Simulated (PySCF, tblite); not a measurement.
# CH2BClO3, a small gas-phase stand-in for a defect centre: NMR shifts, core binding energies and electronic excitations

What NMR shifts, core binding energies and electronic excitations should one expect for `OB(O)O[C]Cl`? It is drawn as: twofold C.

Programs: tblite 0.8.0 and PySCF 2.14.0. All values are calculated, for the isolated system unless a continuum is named. Atoms count from 0, parts from 1.

## (1) Starting point

8 atoms, charge 0, multiplicity 1; geometry: distance geometry start.

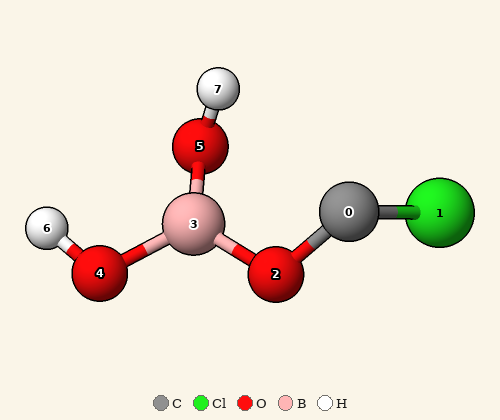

The starting geometry (carbon grey, chlorine green, oxygen red, boron pink, hydrogen white), atoms numbered.

## (2) Relaxing the cluster with GFN2-xTB

Job settings and geometry (Å):

```
{"job": {"kind": "relax", "xc": "GFN2-xTB", "basis": "xTB"}, "charge": 0, "multiplicity": 1}
C      1.812707    -0.606208     0.356038
Cl     2.837868     0.507231    -0.551192
O      0.756160    -0.960553    -0.477000
B     -0.458835    -0.239746    -0.176896
O     -1.718396    -0.881279    -0.545963
O     -0.537150     1.207571     0.025050
H     -2.483841    -0.386140    -0.153262
H     -0.221239     1.366297     0.918382
```

Method: GFN2-xTB geometry optimisation, gas phase.

On the command line:

```
$ OMP_NUM_THREADS=1 python cluster_run.py task.json out
```

This one command runs all jobs of the session in turn.

Log:

```text
step      E/eV     max force
  0    -574.83711    3.745
  1    -575.46338    2.562
  2    -575.77780    1.740
  3    -575.83957    0.861
  4    -575.88484    0.701
  5    -575.95866    0.940
  6    -576.00977    1.171
  7    -576.07938    1.082
  8    -576.15844    1.583
  9    -576.25828    1.639
 10    -576.33412    1.050
 11    -576.34692    1.550
 12    -576.38400    0.744
 13    -576.40601    0.519
 14    -576.44247    0.404
 15    -576.45732    0.399
 16    -576.47200    0.293
 17    -576.47949    0.298
 18    -576.48836    0.338
 19    -576.49787    0.298
 20    -576.50585    0.266
 21    -576.51112    0.223
 22    -576.51558    0.302
 23    -576.52470    0.377
 24    -576.53737    0.419
 25    -576.55115    0.406
 26    -576.55964    0.257
 27    -576.56235    0.111
 28    -576.56310    0.114
 29    -576.56365    0.079
 30    -576.56424    0.073
 31    -576.56499    0.064
 32    -576.56568    0.063
 33    -576.56608    0.053
 34    -576.56644    0.053
 35    -576.56670    0.061
 36    -576.56696    0.057
 37    -576.56718    0.043
 38    -576.56733    0.044
 39    -576.56742    0.028
 40    -576.56745    0.014
 41    -576.56747    0.012
 42    -576.56748    0.012
 43    -576.56749    0.013
 44    -576.56750    0.012
 45    -576.56751    0.008
```

It took 1.3 s on 1 thread of Arm Neoverse V1, shared host.

The steps of the relaxation: (not every step is listed)

```
step  energy from step 0 (eV)  largest force (eV/Å)
   0                   0.0000                3.7449
   1                  -0.6263                2.5621
   2                  -0.9407                1.7404
   3                  -1.0025                0.8610
   4                  -1.0477                0.7018
   5                  -1.1215                0.9399
   6                  -1.1727                1.1715
   7                  -1.2423                1.0817
   8                  -1.3213                1.5835
  11                  -1.5098                1.5503
  14                  -1.6054                0.4030
  17                  -1.6424                0.2981
  20                  -1.6687                0.2663
  23                  -1.6876                0.3764
  26                  -1.7225                0.2570
  29                  -1.7265                0.0795
  32                  -1.7286                0.0629
  35                  -1.7296                0.0611
  38                  -1.7302                0.0440
  40                  -1.7303                0.0136
  41                  -1.7304                0.0122
  42                  -1.7304                0.0129
  43                  -1.7304                0.0126
  44                  -1.7304                0.0122
  45                  -1.7304                0.0077
```

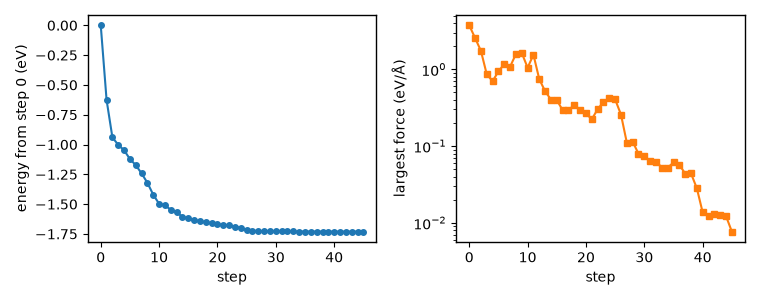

Energy and force, step by step.

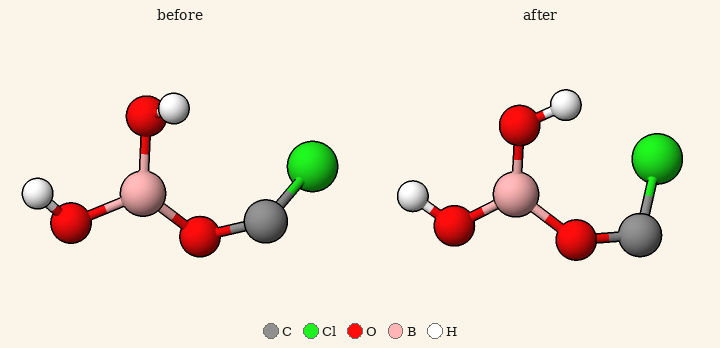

The geometry before (left) and after (right).

Close pairs (by a distance rule), those that changed most:

```
  bond  before (Å)  after (Å)  change (Å)
 C0–O2       1.391      1.260      -0.132
 B3–O4       1.461      1.335      -0.126
 B3–O5       1.463      1.344      -0.120
 O4–H6       0.993      0.958      -0.035
 O2–B3       1.444      1.418      -0.026
C0–Cl1       1.765      1.750      -0.015
 O5–H7       0.961      0.959      -0.002
```

## (3) Relaxing the molecule at PBE0-D3(BJ)/def2-SVP

Job settings and geometry (Å):

```
{"job": {"xc": "PBE0", "basis": "def2-SVP", "d3": "d3bj", "grid": 2, "kind": "geom", "shake": 0.01}, "charge": 0, "multiplicity": 1}
C      1.905631    -0.831658     0.197996
Cl     2.301021     0.658561    -0.660272
O      0.624056    -0.990396     0.301510
B     -0.479671    -0.207441     0.050373
O     -1.532176    -0.876868    -0.516104
O     -0.622361     1.077440     0.438311
H     -2.328393    -0.372236    -0.619969
H      0.177970     1.514046     0.780255
```

Log:

```text
step   0  E = -749.26689760  max force = 0.050349
step   1  E = -749.27141016  max force = 0.016868
step   2  E = -749.27199898  max force = 0.005957
step   3  E = -749.27221269  max force = 0.002686
step   4  E = -749.27235334  max force = 0.003884
step   5  E = -749.27237702  max force = 0.007309
step   6  E = -749.27271629  max force = 0.004197
step   7  E = -749.27301380  max force = 0.001864
step   8  E = -749.27344301  max force = 0.001863
step   9  E = -749.27338294  max force = 0.003243
step  10  E = -749.27364425  max force = 0.001443
step  11  E = -749.27368936  max force = 0.000782
step  12  E = -749.27371672  max force = 0.000894
step  13  E = -749.27372181  max force = 0.000436
optimisation converged
```

Wall time 81 s (1 thread of Arm Neoverse V1, shared host); peak memory 0.49 GiB.

The steps of the relaxation: (the energy doesn't fall at every step)

```
step  energy from step 0 (eV)  largest force component (eV/Å)
   0                   0.0000                          2.5891
   1                  -0.1228                          0.8674
   2                  -0.1388                          0.3063
   3                  -0.1446                          0.1381
   4                  -0.1485                          0.1997
   5                  -0.1491                          0.3758
   6                  -0.1583                          0.2158
   7                  -0.1664                          0.0959
   8                  -0.1781                          0.0958
   9                  -0.1765                          0.1668
  10                  -0.1836                          0.0742
  11                  -0.1848                          0.0402
  12                  -0.1856                          0.0460
  13                  -0.1857                          0.0224
```

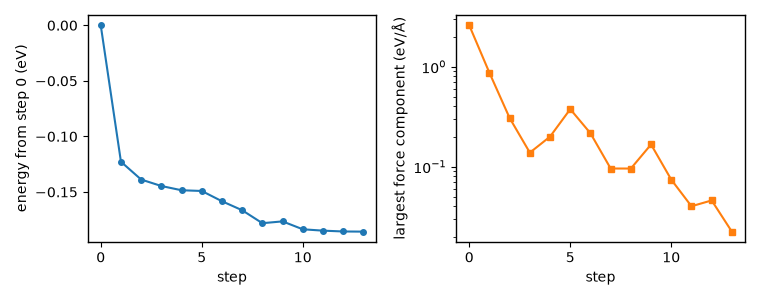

Energy and force, step by step.

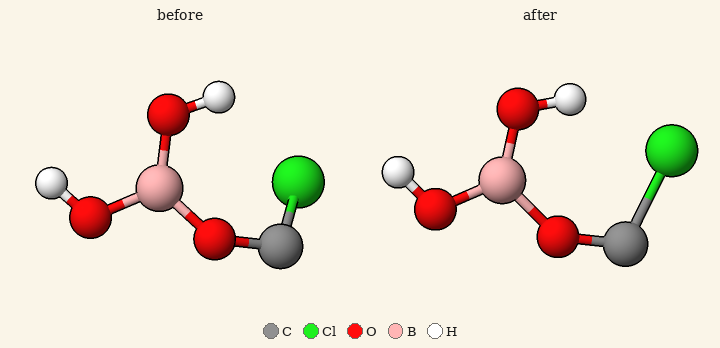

The geometry before (left) and after (right).

Close pairs (by a distance rule), those that changed most:

```
  bond  before (Å)  after (Å)  change (Å)
C0–Cl1       1.765      1.908      +0.144
 O2–B3       1.376      1.453      +0.077
 C0–O2       1.296      1.255      -0.041
 B3–O4       1.370      1.338      -0.032
 B3–O5       1.350      1.332      -0.018
 O4–H6       0.948      0.963      +0.015
 O5–H7       0.974      0.977      +0.003
```

The end geometry stands in the next job.

```
                         at the end point                value
rotational constants (GHz, main isotopes)  6.834, 1.799, 1.424
                        dipole moment (D)                 3.34
```

## (4) NMR shieldings: PBE0/pcSseg-2

Job settings and geometry (Å):

```
{"job": {"kind": "nmr", "xc": "PBE0", "basis": "pcSseg-2"}, "charge": 0, "multiplicity": 1}
C      1.898168    -0.915239     0.019230
Cl     2.387403     0.878657     0.447753
O      0.657617    -1.009171    -0.143473
B     -0.550153    -0.201849    -0.109829
O     -1.632357    -0.919941    -0.431896
O     -0.543092     1.090393     0.211332
H     -2.438422    -0.392747    -0.414880
H      0.355586     1.428394     0.391540
```

With the program's defaults for keys left out, this is: GIAO PBE0/pcSseg-2 NMR shielding, non-relativistic, gas phase.

Log:

```text
coarse grid: 8296 points
cycle   1  E = -749.5992777219  dE =  9.354e-01  |g| = 1.005e+00  |ddm| = 2.052e+00
cycle   2  E = -749.3436545169  dE =  2.556e-01  |g| = 1.538e+00  |ddm| = 1.128e+00
cycle   3  E = -749.7755479696  dE = -4.319e-01  |g| = 1.298e-01  |ddm| = 7.669e-01
cycle   4  E = -749.7786050241  dE = -3.057e-03  |g| = 7.330e-02  |ddm| = 1.396e-01
cycle   5  E = -749.7795606271  dE = -9.556e-04  |g| = 1.793e-02  |ddm| = 3.651e-02
cycle   6  E = -749.7796156954  dE = -5.507e-05  |g| = 4.603e-03  |ddm| = 1.330e-02
cycle   7  E = -749.7796189517  dE = -3.256e-06  |g| = 2.446e-03  |ddm| = 4.535e-03
final grid: 78536 points
cycle   8  E = -749.7759267152  dE = -1.004e-04  |g| = 7.237e-03  |ddm| = 3.269e-02
cycle   9  E = -749.7759134640  dE =  1.325e-05  |g| = 1.037e-02  |ddm| = 1.105e-02
cycle  10  E = -749.7759370140  dE = -2.355e-05  |g| = 9.789e-04  |ddm| = 7.000e-03
cycle  11  E = -749.7759371445  dE = -1.305e-07  |g| = 3.425e-04  |ddm| = 7.268e-04
cycle  12  E = -749.7759371636  dE = -1.906e-08  |g| = 1.215e-04  |ddm| = 2.312e-04
cycle  13  E = -749.7759371662  dE = -2.654e-09  |g| = 2.716e-05  |ddm| = 6.691e-05
cycle  14  E = -749.7759371664  dE = -1.198e-10  |g| = 1.247e-05  |ddm| = 2.305e-05
converged SCF energy = -749.7759371664

GIAO shielding tensors (ppm)
atom      isotropic    diamagn.    paramagn.     s11        s22        s33       span
  0 C     -190.892     242.630    -433.522   -532.215    -35.263     -5.197    527.018
  1 Cl     263.004    1148.831    -885.826   -617.249    583.632    822.631   1439.880
  2 O     -110.031     392.207    -502.238   -339.020   -200.628    209.554    548.574
  3 B       83.922     197.242    -113.320     44.395     77.559    129.811     85.416
  4 O      232.250     383.117    -150.867    145.735    271.098    279.916    134.181
  5 O      211.407     388.393    -176.986    140.038    239.026    255.157    115.119
  6 H       27.276      29.838      -2.563     20.975     24.006     36.846     15.871
  7 H       22.704      30.483      -7.779     11.988     18.139     37.983     25.995
```

Run time: 52 s. Hardware: 1 thread of Arm Neoverse V1, shared host; peak memory 0.92 GiB.

Shifts follow as δ = σ(reference) − σ, with reference shieldings (ppm) from runs at the same level and on the same kind of geometry: $^{1}$H TMS 31.25, $^{13}$C TMS 184.1, $^{17}$O H2O 328.2, $^{11}$B BF3·OEt2 99.1, $^{35}$Cl HCl 941. The references are single molecules in the gas phase, so shifts against H2O, NH3, PH3, H3PO4 or CFCl3 are not on the usual liquid scales and can be off by tens of ppm.

```
atoms                        environment  σ (ppm)  δ (ppm)
   C0             carbon bonded to Cl, O   -190.9    375.0
   H7  hydrogen on an oxygen bonded to B    22.70     8.54
   H6  hydrogen on an oxygen bonded to B    27.28     3.97
  Cl1               chlorine bonded to C      263      678
   O2              oxygen bonded to C, B   -110.0    438.2
   O5              oxygen bonded to B, H    211.4    116.7
   O4              oxygen bonded to B, H    232.2     95.9
   B3                boron bonded to 3 O     83.9     15.1
```

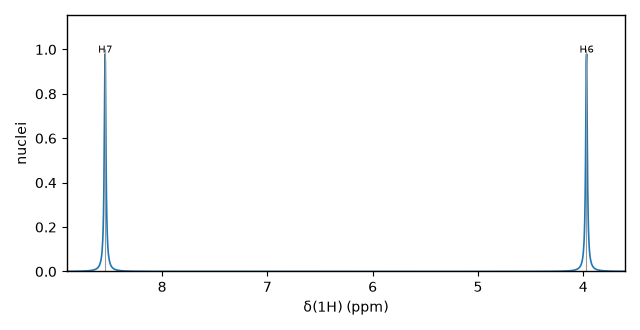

$^{1}$H lines at the computed shifts, without couplings. Lines are broadened to a width of 0.02 ppm (Lorentzian).

The run also stored atomic charges by several schemes (e):

```
atoms  Mulliken    IAO  Hirshfeld  ESP fit
   C0      0.18   0.10       0.04    -0.21
  Cl1     -0.21  -0.16      -0.10    -0.14
   O2     -0.32  -0.25      -0.10     0.00
   B3      0.66   0.65       0.34     1.00
   O4     -0.37  -0.55      -0.24    -0.80
   O5     -0.37  -0.56      -0.26    -0.76
```

ESP fit charges:

```
atom  value (e)
  C0      -0.21
 Cl1      -0.14
  O2       0.00
  B3       1.00
  O4      -0.80
  O5      -0.76
  H6       0.49
  H7       0.41
```

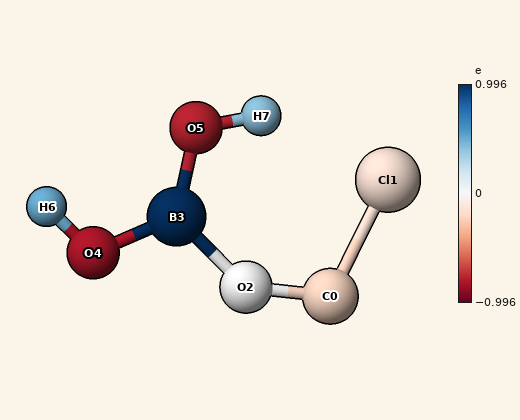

ESP fit charges, as colours on the atoms.

Mayer bond orders: C0–Cl1 0.87, C0–O2 1.54, O2–B3 0.80, B3–O4 1.29, B3–O5 1.31.

[end of part 1 of 2]
